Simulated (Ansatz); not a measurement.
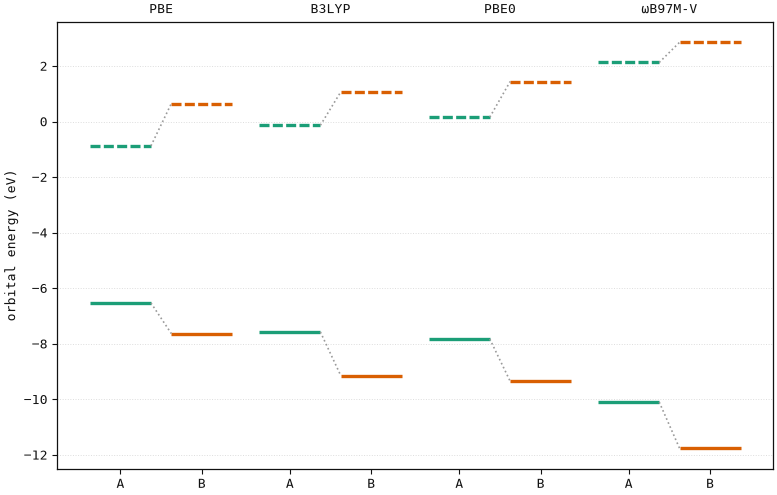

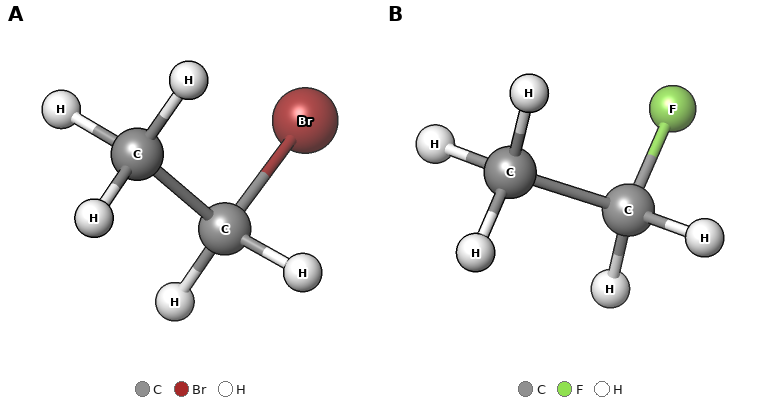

One change: A, C₂H₅Br (SMILES CCBr), becomes B, C₂H₅F (SMILES CCF). Br on C is replaced by F. HOMO (solid) and LUMO (dashed) computed in def2-TZVPP at PBE0-D4/def2-TZVP geometries, both minima by their frequencies, gas phase, the Ansatz code 0.2.0. Empty levels above zero depend strongly on the basis.

### What does the change do to HOMO and LUMO?

PBE: the HOMO falls by 1.10 eV, the LUMO rises by 1.52 eV, and the separation goes from 5.66 to 8.28 eV. B3LYP: the HOMO falls by 1.57 eV, the LUMO rises by 1.20 eV, and the separation goes from 7.44 to 10.21 eV. PBE0: the HOMO falls by 1.52 eV, the LUMO rises by 1.28 eV, and the separation goes from 7.99 to 10.79 eV. ωB97M-V: the HOMO falls by 1.66 eV, the LUMO rises by 0.73 eV, and the separation goes from 12.23 to 14.62 eV.

### Do the functionals agree on the effect?

They agree on the direction for both levels; the HOMO shift lies between −1.66 and −1.10 eV and the LUMO shift between 0.73 and 1.52 eV, while the separations themselves differ by up to 6.6 eV between functionals.
